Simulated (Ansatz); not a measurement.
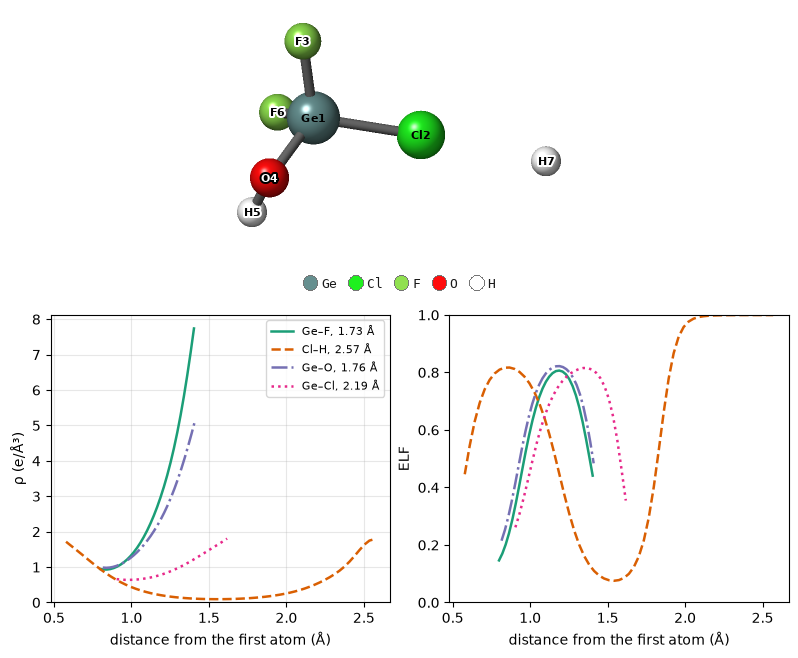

ClF2GeHO···H (doublet). Total electron density and ELF along straight lines between neighbouring atoms. The curves leave out the atomic cores. The structure is drawn too.

Not at a stationary point (largest force 0.8 eV/Å).

These are results of UKS PBE/def2-SVP (Ansatz), not measurements.

```xyz
7

Ge   -0.0367    0.0462   -0.0196
Cl    0.0307   -0.0350    2.1709
F     1.5882    0.0208   -0.6055
O    -0.8430    1.4455   -0.7251
H    -1.7854    1.2335   -0.8736
F    -0.8083   -1.3965   -0.5961
H     0.0222   -0.0274    4.7391
```

> Compare the contacts.

Ge–F (1.73 Å): ρ is about 0.94 e/Å³ halfway; the ELF peaks at about 0.80 in the valence shell of F, 0.5 Å from its nucleus, and is about 0.25 at the midpoint.
Cl2···H7 (2.57 Å): the density falls to about 0.09 e/Å³ on the way; the ELF dips to about 0.10 between them.
Ge–O (1.76 Å): ρ at the midpoint is about 1 e/Å³; the ELF peaks at about 0.80 in the valence shell of O, 0.6 Å from its nucleus, and is about 0.35 at the midpoint.
Ge–Cl (2.19 Å): ρ at the midpoint is about 0.68 e/Å³; the ELF peaks at about 0.80 in the valence shell of Cl, 0.8 Å from its nucleus, and is about 0.65 at the midpoint.
